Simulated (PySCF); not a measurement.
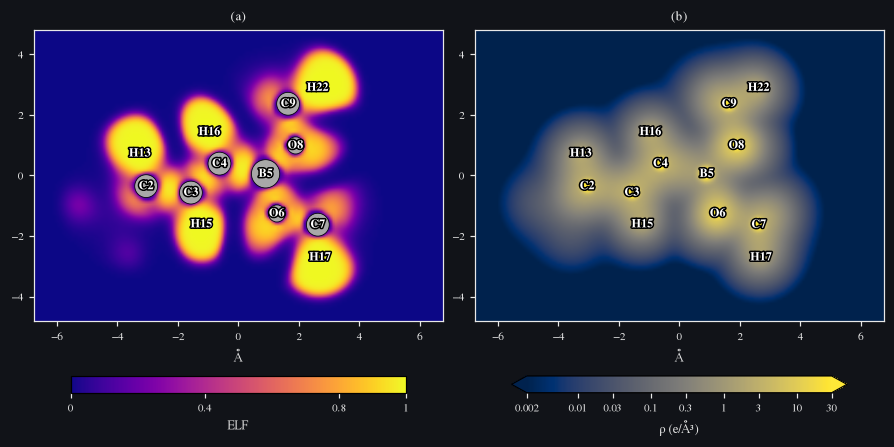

C$_{6}$H$_{13}$BO$_{2}$ (SMILES CC/C=C/B(OC)OC). (a) ELF; (b) total electron density on the plane of atoms C3, C4 and B5. Grey discs cover the atomic cores in the ELF map.

Geometry: PBE0-D3(BJ)/def2-SVP.

All numbers below come from PBE0/pcSseg-1, SCF density, gas phase, non-relativistic in PySCF 2.14.0.

```
atom    x (Å)    y (Å)    z (Å)
   C   3.5480   0.6716   0.5651
   C   2.6770  -0.0096  -0.4865
   C   1.2318   0.3476  -0.3631
   C   0.2092  -0.5100  -0.2115
   B  -1.2695  -0.0252  -0.0970
   O  -1.5177   1.3133  -0.1332
   C  -2.8241   1.8141  -0.0451
   O  -2.3424  -0.8601   0.0370
   C  -2.2256  -2.2543   0.0745
   H   3.2485   0.3719   1.5811
   H   3.4619   1.7681   0.5051
   H   4.6096   0.4117   0.4331
   H   2.7968  -1.1047  -0.4339
   H   3.0279   0.2947  -1.4907
   H   0.9981   1.4216  -0.3933
   H   0.4527  -1.5804  -0.1744
   H  -2.8045   2.8809  -0.3118
   H  -3.2252   1.7169   0.9782
   H  -3.5132   1.2871  -0.7251
   H  -1.7941  -2.6573  -0.8574
   H  -1.6013  -2.5944   0.9189
   H  -3.2306  -2.6837   0.1983
```

> Describe what can be read from this map.

- The plane passes through C, B, O and H nuclei.
- C–C (1.34 Å): ρ at the midpoint is about 2.2 e/Å³; the ELF peaks at about 0.95 between the atoms (a multiple bond).
- B–O (1.36 Å): ρ is about 2.1 e/Å³ halfway; the ELF peaks at about 0.90 between the atoms; a short, strongly polar bond.
- C–O (1.40 Å): ρ at the midpoint is about 2.1 e/Å³, with its minimum of 1.8 e/Å³ about 0.5 Å from C; the ELF peaks at about 0.90 between the atoms, as expected for a polar covalent bond.
- C–B (1.56 Å): ρ at the midpoint is about 1.4 e/Å³; the ELF peaks at about 1 between the atoms, as expected for localised, covalent bonding.
- C–H (1.10 Å): the density is about 1.9 e/Å³ at the midpoint; the ELF climbs to about 1 towards the hydrogen, as it does in any bond to H: an ordinary covalent bond to hydrogen.
- The ELF also peaks beside O6 and O8, away from the bonds: lone-pair regions.
